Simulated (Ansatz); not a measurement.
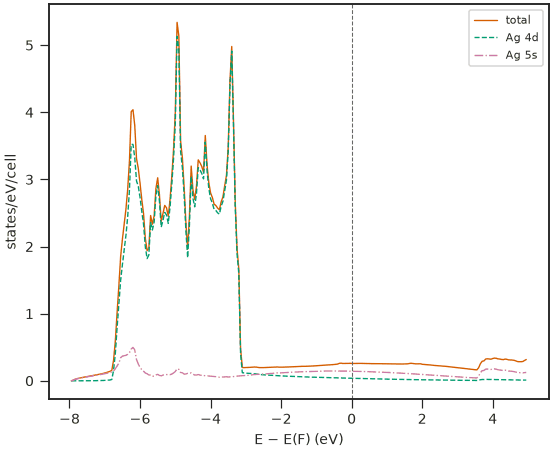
*Total and projected density of states of Ag (fcc (Cu type), space group No. 225), r²SCAN in the plane-wave PAW code Ansatz*

### Question
Which orbitals carry the states next to the Fermi level?

### Answer
Within 0.5 eV of the Fermi level: Ag 5s 55 %, Ag 4d 15 %, outside the projected shells 30 %. Projections are on Löwdin-orthogonalised atomic valence shells; empty p or d shells of many metals are not among them.

### Question
Where is the tallest occupied peak in this window, and what makes it?

### Answer
Near -4.9 eV, about 5.3 states/eV per cell; the largest projected share is Ag 4d.

Space group Fm-3m (fcc (Cu type)). The r²SCAN relaxation kept the symmetry of its start. The run is not spin-polarised. Spin–orbit coupling is left out wherever it is not named.

Potentials: the earlier of the program's two PAW sets.
